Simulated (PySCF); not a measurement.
```xyz
3

O    -1.3204    0.1056   -0.0082
C    -0.1903    0.0952   -0.0173
S     1.4423    0.0764   -0.0301
```

Geometry: PBE0-D3(BJ)/def2-SVP.

The calculation used UKS B3LYP, IGLO-III on C O S, non-relativistic, mean-field spin-orbit, GIAO in PySCF.

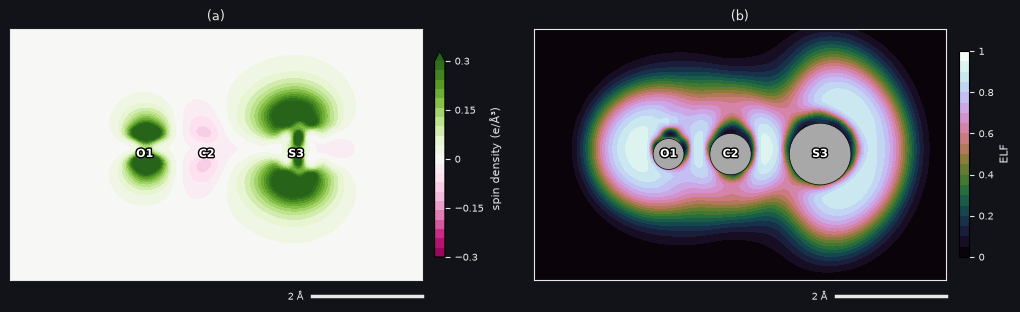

COS (charge +1, doublet). (a) spin density (α minus β); (b) ELF on a plane that holds the molecular axis. Grey discs cover the atomic cores in the ELF map.

Question: Describe what can be read from this map.

Answer:
- The section cuts through O, C and S sites.
- C–O (1.13 Å): the ELF peaks at about 0.85 between the atoms; a multiple bond.
- C–S (1.63 Å): the ELF peaks at about 0.90 between the atoms (localised, covalent bonding).
- The ELF also peaks beside S3 and O1, away from the bonds: non-bonding electrons, paired or unpaired.
- The unpaired spin (1 electron) lies mostly on S3 (about 0.8) and O1 (about 0.2), in electrons by Hirshfeld's partition.
